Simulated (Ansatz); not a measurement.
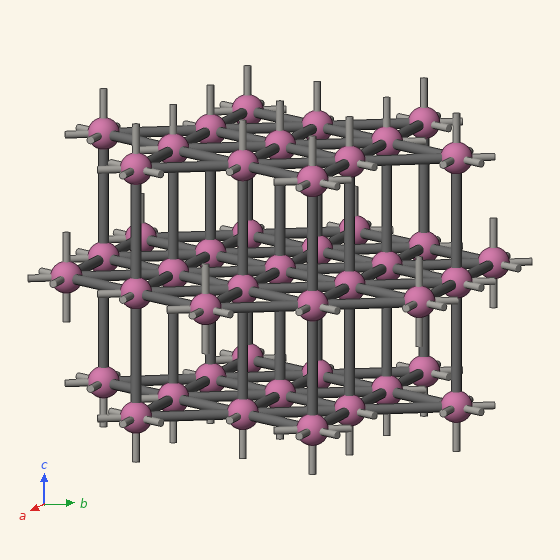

A cut-out of a periodic net derived from a crystal structure. Nodes are coloured by topological kind. Short stubs are edges that leave the cut-out.

> Describe the net.

A uninodal 8-connected, three-periodic net. It is the hex net, known from the primitive hexagonal lattice.

> Give point symbol and coordination sequence.

3^6.4^18.5^3.6, sequence 8, 26, 56, 98, 152, 218.

Origin of the net. ReSbC3 (space group P6/mmm, No. 191): coordinates from a relaxation with DFT PBE, scalar-relativistic, plane waves, PAW in Ansatz; the starting structure was generated, so it need not be a known form of this composition. Bonds are taken as C–Sb below 2.6 Å and Re–Sb below 3 Å. Atoms with one bond or none are removed and atoms with two bonds are replaced by edges, until no such atom is left. Sb is an 8-connected node. Re and C become part of the edges.
